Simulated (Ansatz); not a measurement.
# CH₅Al₂N: a few dozen steps of dynamics

What does CH₅Al₂N do in its first 20 fs with a Nosé-Hoover thermostat, with the temperature set to 1500 K?

Method: PBE/def2-SVP; program: Ansatz 0.2.0, Gaussian basis.

### Step 1. The geometry

The structure was relaxed beforehand with PBE0-D4 in a triple-zeta def2 set.

9 atoms, charge 0, spin multiplicity 1.

Atoms are counted from 1 here; the program's logs count them from 0.

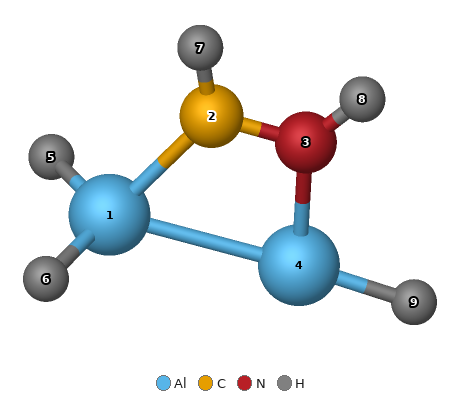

The structure; aluminium blue, carbon amber, nitrogen red, hydrogen grey; atoms are numbered from 1 in the order of the file.

### Step 2. The run

in.yaml

```yaml
crystal:
  periodic: [false, false, false]
  atoms:
    - {symbol: Al, position_ang: [-1.091215, 1.104361, 0.239865]}
    - {symbol: C, position_ang: [0.844885, 0.538722, -0.282163]}
    - {symbol: N, position_ang: [0.998537, -0.748183, -0.238149]}
    - {symbol: Al, position_ang: [-0.742405, -1.462287, 0.319575]}
    - {symbol: H, position_ang: [-1.856397, 1.707889, -1.026713]}
    - {symbol: H, position_ang: [-1.088169, 1.896875, 1.627576]}
    - {symbol: H, position_ang: [1.732298, 1.115813, -0.579485]}
    - {symbol: H, position_ang: [1.910082, -1.136758, -0.476411]}
    - {symbol: H, position_ang: [-0.619216, -3.062632, 0.398704]}
basis:
  gaussian: {orbitals: def2-SVP}
hamiltonian: {xc: {name: PBE}}
md: {timestep: 1 fs, n_steps: 20, ensemble: nvt_nose_hoover, temperature: 1500, initial_velocities: maxwell_boltzmann, seed: 887}
```

On the command line:

```
> ansatz run in.yaml --threads 2 --pin off --events-out ev --progress --plain --max-ram 4352MiB
```

The program printed, cut to the lines that bear on the results:

```text
Functional definition: PBE
  name "PBE"
  cite "Perdew, Burke & Ernzerhof, Phys. Rev. Lett. 77, 3865 (1996) doi:10.1103/PhysRevLett.77.3865"
  parent pbe
[...]
1006 factors; their error is unknown
[...]
mean field -15784.29931707 eV, -580.0623009200 hartree, gradient 1.5e-5 eV, S^2 0.000000; 0 other end points of the search recorded, 0 dependent functions left out
[...]
reference -15784.29936182 eV, -580.0623025646 hartree; 22, 22 occupied and 67, 67 virtual orbitals, 1006 factors
md step     0: t =     0.00 fs  T =  1500.0 K  F+E_penalty+E_count = -15784.29931707 eV  E_kin = 1.357230 eV  conserved = -15782.94208708 eV  (27 SCF iters)
[...]
md step     5: t =     5.00 fs  T =   882.4 K  F+E_penalty+E_count = -15783.72668600 eV  E_kin = 0.798405 eV  conserved = -15782.92859519 eV  (29 SCF iters)
[...]
md step    10: t =    10.00 fs  T =   646.1 K  F+E_penalty+E_count = -15783.51289105 eV  E_kin = 0.584605 eV  conserved = -15782.93007701 eV  (30 SCF iters)
[...]
md step    15: t =    15.00 fs  T =   615.6 K  F+E_penalty+E_count = -15783.48244920 eV  E_kin = 0.557009 eV  conserved = -15782.93020873 eV  (30 SCF iters)
[...]
md step    19: t =    19.00 fs  T =   672.9 K  F+E_penalty+E_count = -15783.53815168 eV  E_kin = 0.608841 eV  conserved = -15782.93743694 eV  (31 SCF iters)
[...]
md step    20: t =    20.00 fs  T =   613.5 K  F+E_penalty+E_count = -15783.48203169 eV  E_kin = 0.555084 eV  conserved = -15782.93614359 eV  (30 SCF iters)
Total energy: -15783.48207609 eV, -580.0322678679 hartree
Atom 0 at    -1.139817     1.127008     0.225828 Å, force     1.430191    -0.805872    -0.488883 eV/Å
Atom 1 at     0.980560     0.557235    -0.318989 Å, force    -2.201839     0.122971     0.318401 eV/Å
Atom 2 at     1.052060    -0.734787    -0.293886 Å, force    -0.394713    -1.123949     1.414434 eV/Å
Atom 3 at    -0.768380    -1.493839     0.414787 Å, force     0.449922     0.917050    -1.014883 eV/Å
Atom 4 at    -1.824331     1.749858    -1.027694 Å, force    -0.368595     0.197933    -0.536876 eV/Å
Atom 5 at    -1.487238     1.508333     1.653764 Å, force    -0.071238     0.754917     1.177567 eV/Å
Atom 6 at     1.902316     0.950085    -0.706946 Å, force     1.009545     1.373170    -0.356567 eV/Å
Atom 7 at     2.005669    -1.095974    -0.422405 Å, force     0.149398    -0.517355    -0.459284 eV/Å
Atom 8 at    -0.881973    -2.759490    -0.512567 Å, force    -0.002670    -0.918864    -0.053909 eV/Å
Dipole moment:     0.735835    -0.372453     0.052035 e Å
```

Run time: 32 s. Hardware: 2 threads of Arm Neoverse V1, shared host.

### Step 3. Frames and traces

Step by step, with energies from the first frame:

| time (fs) | T (K) | potential (meV) | conserved (meV) | Al4–H9 (Å) |
| --- | --- | --- | --- | --- |
| 0.0 | 1500 | 0.0 | 0.00 | 1.607 |
| 1.0 | 1408 | 89.1 | 6.26 | 1.657 |
| 2.0 | 1233 | 255.7 | 14.35 | 1.709 |
| 3.0 | 1088 | 385.7 | 13.18 | 1.756 |
| 4.0 | 977 | 485.5 | 12.28 | 1.796 |
| 5.0 | 882 | 572.6 | 13.49 | 1.825 |
| 6.0 | 812 | 635.7 | 13.10 | 1.843 |
| 7.0 | 762 | 680.5 | 11.61 | 1.848 |
| 8.0 | 712 | 726.0 | 11.81 | 1.839 |
| 9.0 | 668 | 767.8 | 13.31 | 1.818 |
| 10.0 | 646 | 786.4 | 12.01 | 1.785 |
| 11.0 | 639 | 793.6 | 11.87 | 1.742 |
| 12.0 | 648 | 787.1 | 13.30 | 1.691 |
| 13.0 | 678 | 756.4 | 9.07 | 1.636 |
| 14.0 | 675 | 758.6 | 7.60 | 1.583 |
| 15.0 | 616 | 816.9 | 11.88 | 1.537 |
| 16.0 | 559 | 872.5 | 15.89 | 1.505 |
| 17.0 | 567 | 865.9 | 15.47 | 1.493 |
| 18.0 | 631 | 803.4 | 10.29 | 1.502 |
| 19.0 | 673 | 761.2 | 4.65 | 1.530 |
| 20.0 | 613 | 817.3 | 5.94 | 1.573 |

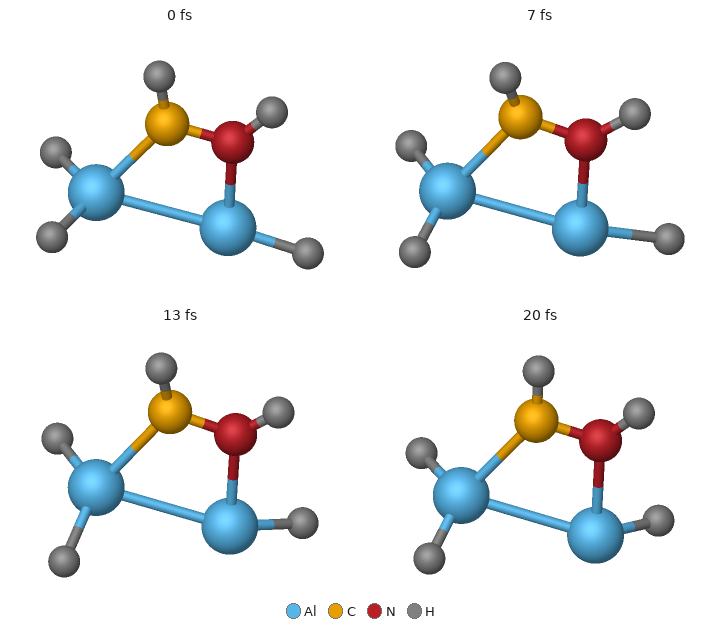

Four frames; sticks are those of the first frame.

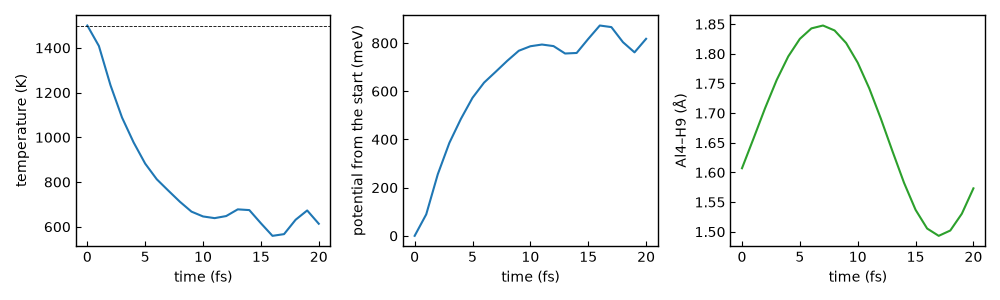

Temperature (the set value dashed), potential energy and the bond that swings most.

Positions (Å) and forces (eV/Å) at 20.0 fs:

```xyz
9

Al   -1.140    1.127    0.226    1.430   -0.806   -0.489
C     0.981    0.557   -0.319   -2.202    0.123    0.318
N     1.052   -0.735   -0.294   -0.395   -1.124    1.414
Al   -0.768   -1.494    0.415    0.450    0.917   -1.015
H    -1.824    1.750   -1.028   -0.369    0.198   -0.537
H    -1.487    1.508    1.654   -0.071    0.755    1.178
H     1.902    0.950   -0.707    1.010    1.373   -0.357
H     2.006   -1.096   -0.422    0.149   -0.517   -0.459
H    -0.882   -2.759   -0.513   -0.003   -0.919   -0.054
```

### Step 4. Summary of results

```
                              quantity                          value
                                length             20 steps of 1.0 fs
     temperature, first and last frame                    1500, 613 K
              temperature, second half  mean 631 K, from 559 to 678 K
                swing of the potential                        872 meV
largest change of the conserved energy                      15.89 meV
                       range of Al4–H9               1.493 to 1.848 Å
```

What this shows: From 1500 K at the start the temperature swings between 559 and 1500 K: with 9 atoms it has no steady value yet; starting near a minimum, about half of the kinetic energy flows into the potential. The conserved energy moves by 15.89 meV, 1.8 % of the potential's swing, so the step is short enough for this stretch. Al4–H9 swings most, by 0.35 Å; no bond breaks. A run of 20 fs gives no averages.
